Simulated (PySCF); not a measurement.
**BH3F− (SMILES [BH3-]F): wB97X-V/STO-6G**

Aim: the vertical singlet–triplet gap of BH3F− at wB97X-V/STO-6G, from 2 runs. 

The calculation is run with PySCF 2.14.0.

11 further runs of the same task are left out: 3 that didn't finish, 8 set aside as unsound or not needed.

### Step 1. Starting point

The species is BH3F− (5 atoms), meant as a singlet with charge -1. As SMILES, `[BH3-]F`. Geometry: relaxed at GFN2-xTB.

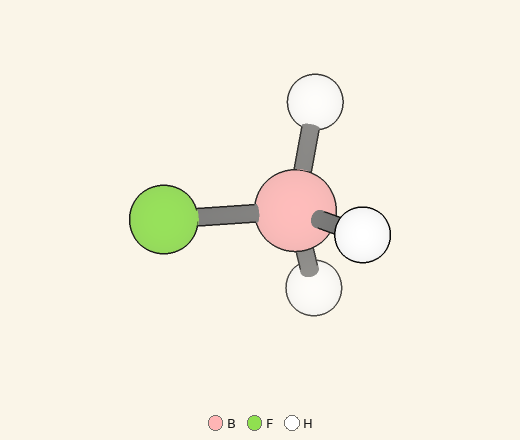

The structure, seen from a chosen angle (boron pink, fluorine green, hydrogen white).

### Step 2. A single-point energy at wB97X-V/STO-6G

Contents of job.py:

```python
from pyscf import gto, dft

mol = gto.M(
    atom='''
B     -0.035750     0.029280    -0.033890
F      0.855550    -0.717910     0.826970
H     -1.067340     0.264210     0.588100
H     -0.274560    -0.651290    -1.027540
H      0.522090     1.075700    -0.353640
''',
    charge=-1,
    spin=0,
    basis='sto-6g',
    verbose=3,
    max_memory=1860,
)

mf = dft.RKS(mol, xc='wb97x-v')
mf.grids.level = 5
mf.nlcgrids.level = 1
mf.conv_tol = 1e-10
mf.kernel()
if not mf.converged:
    mf = mf.newton().run(mf.mo_coeff, mf.mo_occ)

e_final = mf.e_tot
print('Final energy', e_final)
```

Run with:

```bash
OMP_NUM_THREADS=1 python job.py
```

The log of the run:

```text
converged SCF energy = -125.815051354453
Final energy -125.81505135445269
```

Run time: 14 s. Hardware: 1 thread of Arm Neoverse V1, shared host; peak memory 0.17 GiB.

### Step 3. The triplet

Contents of mol.xyz:

```xyz
5
BFH3
B     -0.035750     0.029280    -0.033890
F      0.855550    -0.717910     0.826970
H     -1.067340     0.264210     0.588100
H     -0.274560    -0.651290    -1.027540
H      0.522090     1.075700    -0.353640
```

Contents of job.py:

```python
from pyscf import gto, dft

mol = gto.Mole()
mol.atom = 'mol.xyz'
mol.verbose = 3
mol.spin = 2
mol.basis = 'sto-6g'
mol.max_memory = 1860
mol.charge = -1
mol.build()

mf = dft.UKS(mol)
mf.xc = 'wb97x-v'
mf.conv_tol = 1e-10
mf.nlcgrids.level = 1
mf.grids.level = 5
mf.kernel()
if not mf.converged:
    mf = mf.newton().run(mf.mo_coeff, mf.mo_occ)

etot = mf.e_tot
print('E = %.10f Eh' % etot)
```

Run with:

```bash
OMP_NUM_THREADS=1 python job.py
```

The log of the run:

```text
WARN: HOMO 0.322536649396965 >= LUMO -0.306585075474253

WARN: HOMO 0.665367657041908 >= LUMO 0.43248250548387

WARN: HOMO 0.577719658638011 >= LUMO 0.329542454875078

WARN: HOMO 0.537271399033731 >= LUMO 0.345007065145334

WARN: HOMO 0.537840769821677 >= LUMO 0.341709238712919

WARN: HOMO 0.534194877026111 >= LUMO 0.33747591389144

WARN: HOMO 0.533646096848318 >= LUMO 0.33821564617537

WARN: HOMO 0.533641165449128 >= LUMO 0.338347461256038

WARN: HOMO 0.533751009229768 >= LUMO 0.338244782734566

WARN: HOMO 0.533701609522801 >= LUMO 0.338279486698792

WARN: HOMO 0.533737915155387 >= LUMO 0.338263105021054

WARN: HOMO 0.533723282736625 >= LUMO 0.338272192340139

WARN: HOMO 0.533722169196106 >= LUMO 0.338267743162594

WARN: HOMO 0.533724506800982 >= LUMO 0.338271223045907

WARN: HOMO 0.533722943180518 >= LUMO 0.338273838549988

WARN: HOMO 0.533728215646886 >= LUMO 0.338311871285691

WARN: HOMO 0.533729745037921 >= LUMO 0.338716782035951

WARN: HOMO 0.533729601842314 >= LUMO 0.33878781441577

WARN: HOMO 0.533739738920023 >= LUMO 0.340509125626049

WARN: HOMO 0.53374097816061 >= LUMO 0.339720996390802

WARN: HOMO 0.533742604090712 >= LUMO 0.339440049799424

WARN: HOMO 0.53374374849946 >= LUMO 0.339204350122683

WARN: HOMO 0.533734843795749 >= LUMO 0.338169206750619

WARN: HOMO 0.53373871918295 >= LUMO 0.338572462347104

WARN: HOMO 0.533736182129398 >= LUMO 0.338447852715641

WARN: HOMO 0.533737577990849 >= LUMO 0.338309396668019

WARN: HOMO 0.533737544331642 >= LUMO 0.338373644915974

WARN: HOMO 0.533735919061224 >= LUMO 0.338336796974481

converged SCF energy = -125.33368718425  <S^2> = 2.0014186  2S+1 = 3.0009456
E = -125.3336871843 Eh
```

Wall time 42 s (1 thread of Arm Neoverse V1, shared host); peak memory 0.18 GiB.

### Step 4. Outcome

At wB97X-V/STO-6G:

| quantity | value |
| --- | --- |
| singlet: total energy | -125.81505 Eh |
| singlet: HOMO energy | 1.98 eV |
| singlet: LUMO energy | 22.95 eV |
| singlet: HOMO–LUMO gap (to an unbound level, set by the basis) | 20.97 eV |
| triplet: total energy | -125.33369 Eh |
| triplet: HOMO energy (highest over α and β) | 14.52 eV |
| triplet: ⟨S²⟩ | 2.001 |
| vertical energy of the triplet above the singlet | 13.099 eV |

What this shows: At this shape the triplet lies 13.10 eV (302 kcal/mol) above the singlet. For an anion a state so high probably lies above electron detachment. In a minimal basis such a difference can be off by several eV, whatever the method. The HOMO (singlet) lies at positive energy, 1.98 eV; only total energies tell whether the electron is bound. The HOMO (triplet) lies at positive energy, 14.52 eV; only total energies tell whether the electron is bound.
